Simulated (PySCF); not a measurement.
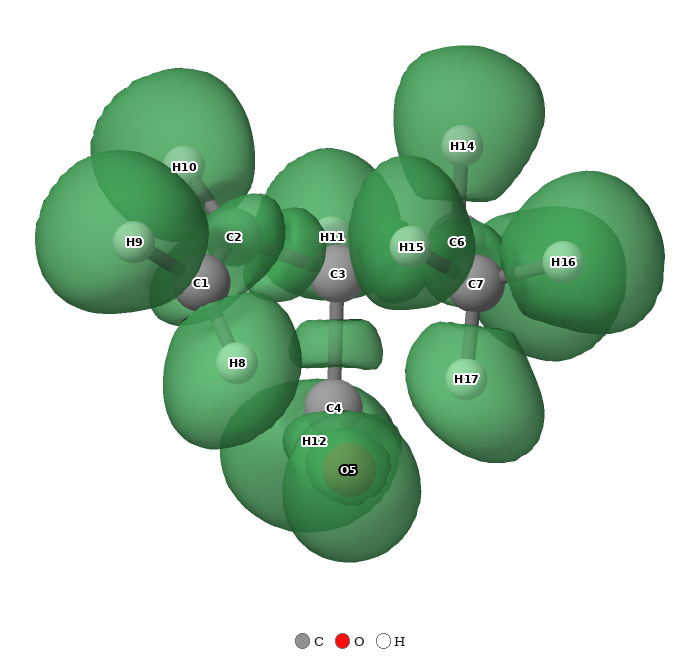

C₆H₁₀O (SMILES [CH2+][CH][C@H](C=O)CC) (charge +1, doublet). Isosurface of the electron localisation function at 0.75 (green), seen from one side. Core shells and regions of very low density are left out.

Geometry: GFN2-xTB.

These are results of PySCF, UKS B3LYP, pcH-1 on C H O, non-relativistic, mean-field spin-orbit, GIAO, not measurements.

```xyz
17

C    -1.3874    1.4332   -0.1458
C    -1.2611    0.2827   -0.8004
C    -0.4138   -0.8826   -0.3871
C    -0.7190   -1.1137    1.0998
O    -0.4157   -0.3681    1.9651
C     1.1043   -0.6420   -0.4814
C     1.6031    0.5752    0.2440
H    -1.0412    1.5777    0.8688
H    -1.8870    2.2786   -0.5918
H    -1.7911    0.1295   -1.7331
H    -0.6795   -1.7669   -0.9681
H    -1.2592   -2.0604    1.2718
H     1.6388   -1.5346   -0.1422
H     1.3258   -0.5555   -1.5530
H     1.1455    1.4883   -0.1436
H     2.6863    0.6404    0.1763
H     1.3442    0.5299    1.3109
```

Describe the localisation domains.

Answer. The surface consists of five regions between bonded C–C atoms (shared pairs), ten regions around hydrogen nuclei and one region on O in which the atom's valence shell and bonds are merged. Profiles from the grid: C–O (1.18 Å): the ELF peaks at about 0.85 between the atoms; a multiple bond. C–C (1.33 Å): the ELF peaks at about 0.95 between the atoms; a short, multiple covalent bond.
